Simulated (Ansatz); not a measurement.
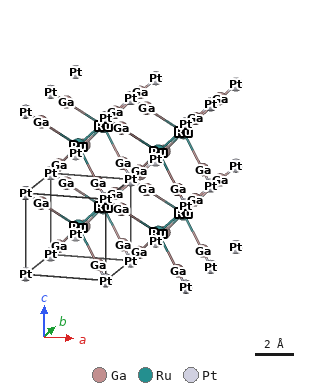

This is the input geometry for a relaxation of crystalline Ga₄RuPt (a generated structure, set up in P-43m) (coarse preliminary run). Style: ball-and-stick. Shown: the cell of the calculation, repeated 2 × 2 × 2 with one cell outlined, slightly off an axis.

All numbers below come from DFT PBE, scalar-relativistic, plane waves, PAW (Ansatz).

Input
```yaml
crystal:
  lattice:
    - [4.44412043, 0.0, 0.0]
    - [0.0, 4.44412043, 0.0]
    - [0.0, 0.0, 4.44412043]
  atoms:
    - { symbol: Ga, position: [0.14920963, 0.14920963, 0.85079037] }
    - { symbol: Ga, position: [0.14920963, 0.85079037, 0.14920963] }
    - { symbol: Ga, position: [0.85079037, 0.14920963, 0.14920963] }
    - { symbol: Ga, position: [0.85079037, 0.85079037, 0.85079037] }
    - { symbol: Ru, position: [0.5, 0.5, 0.5] }
    - { symbol: Pt, position: [0.0, 0.0, 0.0] }
basis:
  ecutwfc: 420
kpoints:
  mp_grid: { grid: [4, 4, 4] }
hamiltonian:
  xc: pbe
scf:
  occupations: { method: gaussian, width: 0.1 }
  lower_state_search: "off"
output:
  forces: true
  stress: true
  eigenvalues: true
relax:
  adjacent_minimum: "off"
  f_tol: 0.04
  max_steps: 70
  cell: { stress_tol: 0.4 }
```

Command:
```bash
ansatz run input.yaml --threads 1 --pin off --max-ram 2560MiB --backend cpu --events-out ev --progress --plain --runs-dir out
```

Q: Where does the relaxation end?

A: Over 11 accepted moves (13 points after the start) the energy falls by 68629 meV per atom. The largest force component goes from 260 to 0.0015 eV/Å. Pressure: 1242.86 GPa at the start and 0.28 GPa at the end. At 2 points the geometry stayed and the basis and grid were re-selected for the new cell (energy shift of 198 meV per atom at most each time). The largest moves relative to the cell, 0.97 Å, are those of Ga1, Ga2, Ga3 and Ga4. Ga4 goes along [−1 −1 −1]. Ru and Pt stay in place. The volume changes by +84.1 %, with a = b = c 4.444 → 5.446 Å (+22.6 %). Near-neighbour distances that change, for instance: Ga1–Ga2 1.876 → 3.888 Å, Ga1–Pt6 1.149 → 2.381 Å, Ga1–Ru5 2.700 → 2.336 Å. The space group stays P-43m (No. 215).

History of the run:

```
step  E − E(0), meV/atom  largest force component, eV/Å  pressure, GPa  volume, Å³/atom                      note
   0                0.00                       257.6120        1242.86           14.629                          
   1           -41780.62                       102.7661         576.58           15.301                          
   2           -55567.47                        51.7791         282.85           17.609                          
   3           -63960.95                        20.8221         112.30           20.211                          
   4           -66977.43                         8.9527          41.37           23.057                          
   5           -67992.99                         3.1616           0.70           26.158                          
   6           -68058.14                         1.0577         -18.35           28.076                          
   7           -68399.24                         0.8353           3.08           24.912                          
   8           -68401.40                         0.0707          -1.27           25.458                          
   9           -68408.63                         0.0047          -0.29           25.317                          
  10           -68606.27                         0.0056           4.53           25.317  same geometry, new basis
  11           -68619.54                         0.0079           2.80           25.907                          
  12           -68628.83                         0.0015           0.29           26.926                          
  13           -68629.20                         0.0015           0.28           26.926  same geometry, new basis
```

The structure at the end:

```
CELL_PARAMETERS angstrom
5.44639 0.00000 0.00000
0.00000 5.44639 0.00000
0.00000 0.00000 5.44639
ATOMIC_POSITIONS crystal
Ga 0.25238 0.25238 0.74762
Ga 0.25238 0.74762 0.25238
Ga 0.74762 0.25238 0.25238
Ga 0.74762 0.74762 0.74762
Ru 0.50000 0.50000 0.50000
Pt 0.00000 0.00000 0.00000
```

The end point in the same view:

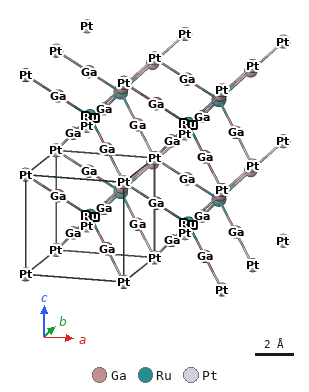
